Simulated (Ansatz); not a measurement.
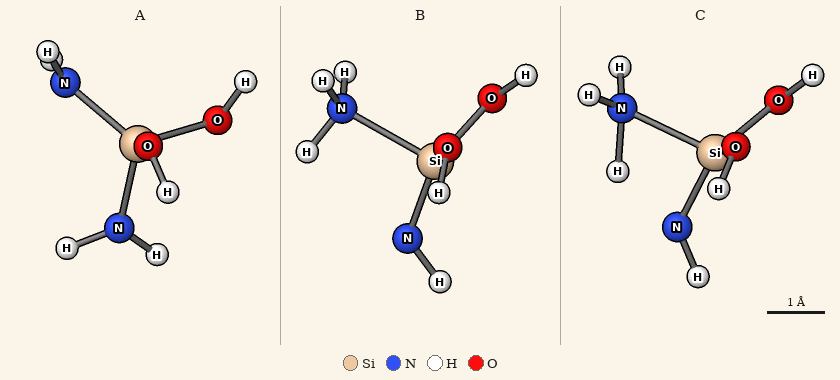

Three geometries of SiN₂H₆O₂: a saddle point and the two minima that it joins, in shuffled order. A ball-and-stick model, seen at a tilt. Sticks join atoms that are closer than about 1.2 times the sum of their covalent radii (a little more with hydrogen).

Stationary points at PBE0-D4/def2-TZVP, single-point energies with CAM-B3LYP-D4, SPW92 (LDA), RPA@PBE, B2PLYP, wB97M-V, PBE0-D4 (def2-TZVPP where no basis is named; Ansatz 0.2.0). The energies are electronic, without zero-point or thermal terms, and both ends are the minima reached downhill from the saddle, with any fragments still in contact.

Identify the saddle point and describe the reaction.

Answer. Frame C is the saddle point. From A over the saddle to B, a bond forms: H–N (3.02 → 1.21 → 1.02 Å). A bond breaks: H–N (1.00 → 1.45 → 2.37 Å). The saddle has one imaginary mode, 1265i cm⁻¹. With CAM-B3LYP-D4 the barrier is 53.0 kcal/mol from A and 8.1 kcal/mol from B, and B lies 44.9 kcal/mol above A.

```
       level  barrier from A (kcal/mol)  barrier from B (kcal/mol)  B less A (kcal/mol)
CAM-B3LYP-D4                       53.0                        8.1                 44.9
 SPW92 (LDA)                       41.4                        1.5                 39.9
     RPA@PBE                       51.4                        9.0                 42.4
      B2PLYP                       51.7                        8.5                 43.2
     wB97M-V                       51.9                        8.3                 43.6
     PBE0-D4                       49.6                        6.5                 43.1
```
